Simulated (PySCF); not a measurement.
**HNO (nitroxyl) at CCSDT/STO-6G**

Aim: the vertical ionisation energy of HNO (nitroxyl) at CCSDT/STO-6G, from 2 runs. 

The results are computed with PySCF 2.14.0.

10 further runs of the same task are left out: 1 that didn't finish, 9 set aside as unsound or not needed.

### 1 The system as given

HNO has 3 atoms, charge 0, and is taken as a singlet. SMILES: `N=O`. The coordinates come from a PBE0-D4/def2-TZVP relaxation.

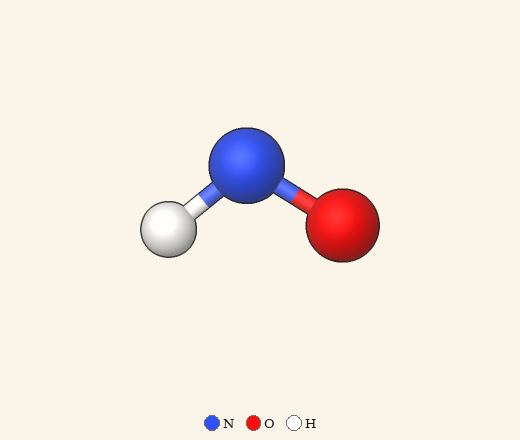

Viewed from a chosen angle; nitrogen blue, oxygen red, hydrogen white.

### 2 A single-point energy at CCSDT/STO-6G

job.py

```python
from pyscf import gto, cc

mol = gto.M(
    atom='N -0.283700 0.312790 -0.117160; O 0.755300 0.397200 0.456500; H -0.471600 -0.709980 -0.339350',
    verbose=4,
    max_memory=1860,
    basis='sto-6g',
)

mf = mol.RHF()
mf.conv_tol = 1e-10
mf.kernel()
if not mf.converged:
    mf = mf.newton().run(mf.mo_coeff, mf.mo_occ)

mycc = cc.CCSDT(mf, frozen=2)
mycc.kernel()
etot = mycc.e_tot
print('E = %.10f Eh' % etot)
```

Launch:

```sh
$ OMP_NUM_THREADS=1 python job.py
```

Output:

```text
PySCF version 2.14.0

[INPUT] num. atoms = 3
[INPUT] num. electrons = 16
[INPUT] charge = 0
[INPUT] spin (= nelec alpha-beta = 2S) = 0
[INPUT] symmetry False subgroup None
[INPUT] Mole.unit = angstrom
[INPUT] Symbol           X                Y                Z      unit          X                Y                Z       unit  Magmom
[INPUT]  1 N     -0.283700000000   0.312790000000  -0.117160000000 AA   -0.536115301539   0.591087434503  -0.221400312754 Bohr   0.0
[INPUT]  2 O      0.755300000000   0.397200000000   0.456500000000 AA    1.427310141884   0.750599216677   0.862659975864 Bohr   0.0
[INPUT]  3 H     -0.471600000000  -0.709980000000  -0.339350000000 AA   -0.891194840345  -1.341667753919  -0.641278560371 Bohr   0.0

nuclear repulsion = 30.6971917247186
number of shells = 7
number of NR pGTOs = 66
number of NR cGTOs = 11
basis = sto-6g
ecp = {}

[... 37 lines left out ...]
converged SCF energy = -129.294865860362
[... 16 lines left out ...]
WARN: A large `blksize` is being used, which may cause large memory consumption
[... 3 lines left out ...]
WARN: A large `blksize_oovv` is being used, which may cause large memory consumption
[... 3 lines left out ...]
WARN: A large `blksize_oooo` is being used, which may cause large memory consumption
[... 13 lines left out ...]
Init t2, MP2 energy = -129.413400536320  E_corr(MP2) -0.118534675958
[... 16 lines left out ...]
RCCSDT converged
[... 3 lines left out ...]
E = -129.4388138276 Eh
```

Wall time 1.1 s (1 thread of Arm Neoverse V1, shared host); peak memory 0.12 GiB.

### 3 The doublet cation

run.py

```python
from pyscf import gto, cc

mol = gto.M(
    atom='N -0.283700 0.312790 -0.117160; O 0.755300 0.397200 0.456500; H -0.471600 -0.709980 -0.339350',
    basis='sto-6g',
    charge=1,
    verbose=4,
    max_memory=1860,
    spin=1,
)

mf = mol.UHF()
mf.conv_tol = 1e-10
mf.kernel()
if not mf.converged:
    mf = mf.newton().run(mf.mo_coeff, mf.mo_occ)

mycc = cc.CCSDT(mf, frozen=2)
mycc.kernel()
e_final = mycc.e_tot
print('E = %.10f Eh' % e_final)
```

Launch:

```sh
$ OMP_NUM_THREADS=1 python run.py
```

Output:

```text
PySCF version 2.14.0

[INPUT] num. atoms = 3
[INPUT] num. electrons = 15
[INPUT] charge = 1
[INPUT] spin (= nelec alpha-beta = 2S) = 1
[INPUT] symmetry False subgroup None
[INPUT] Mole.unit = angstrom
[INPUT] Symbol           X                Y                Z      unit          X                Y                Z       unit  Magmom
[INPUT]  1 N     -0.283700000000   0.312790000000  -0.117160000000 AA   -0.536115301539   0.591087434503  -0.221400312754 Bohr   0.0
[INPUT]  2 O      0.755300000000   0.397200000000   0.456500000000 AA    1.427310141884   0.750599216677   0.862659975864 Bohr   0.0
[INPUT]  3 H     -0.471600000000  -0.709980000000  -0.339350000000 AA   -0.891194840345  -1.341667753919  -0.641278560371 Bohr   0.0

nuclear repulsion = 30.6971917247186
number of shells = 7
number of NR pGTOs = 66
number of NR cGTOs = 11
basis = sto-6g
ecp = {}

[... 101 lines left out ...]
converged SCF energy = -128.990116560083  <S^2> = 0.89869323  2S+1 = 2.1435421
[... 17 lines left out ...]
WARN: A large `blksize_v_aaa` is being used, which may cause large memory consumption
[... 3 lines left out ...]
WARN: A large `blksize_v_aab` is being used, which may cause large memory consumption
[... 11 lines left out ...]
Init t2, MP2 energy = -0.130854149114091
[... 22 lines left out ...]
UCCSDT converged
[... 3 lines left out ...]
E = -129.1584910500 Eh
```

It took 1.4 s on 1 thread of Arm Neoverse V1, shared host; peak memory 0.12 GiB.

### 4 What came out

Level: CCSDT/STO-6G, 2 core orbitals frozen.

| quantity | value |
| --- | --- |
| singlet HNO: total energy | -129.43881 Eh |
| singlet HNO: dipole moment (Hartree–Fock density) | 1.45 D |
| singlet HNO: HOMO energy (Hartree–Fock orbitals) | -9.05 eV |
| singlet HNO: LUMO energy (Hartree–Fock orbitals) | 6.07 eV |
| singlet HNO: HOMO–LUMO gap (Hartree–Fock orbitals) | 15.12 eV |
| singlet HNO: correlation energy (2 core orbitals frozen) | -143.9 mEh |
| singlet HNO: T1 diagnostic | 0.010 |
| doublet cation: total energy | -129.15849 Eh |
| doublet cation: HOMO energy (Hartree–Fock orbitals) (highest over α and β) | -23.93 eV |
| doublet cation: LUMO energy (Hartree–Fock orbitals) (lowest over α and β) | -7.60 eV |
| doublet cation: correlation energy (2 core orbitals frozen) | -168.4 mEh |
| doublet cation: ⟨S²⟩ of the reference determinant | 0.899 |
| doublet cation: T1 diagnostic | 0.061 |
| vertical ionisation energy (to the doublet cation) | 7.628 eV |

Removing an electron at fixed nuclei costs 7.63 eV (176 kcal/mol). In a minimal basis such a difference can be off by several eV, whatever the method. Mulliken charges (singlet HNO) of the mean-field density run from -0.08 on O2 to +0.15 on H3. ⟨S²⟩ (doublet cation) is 0.90 where a pure doublet has 0.75: the reference is spin-contaminated. The T1 diagnostic (doublet cation) of 0.061 is above the customary mark for such species, so a single reference may not serve.
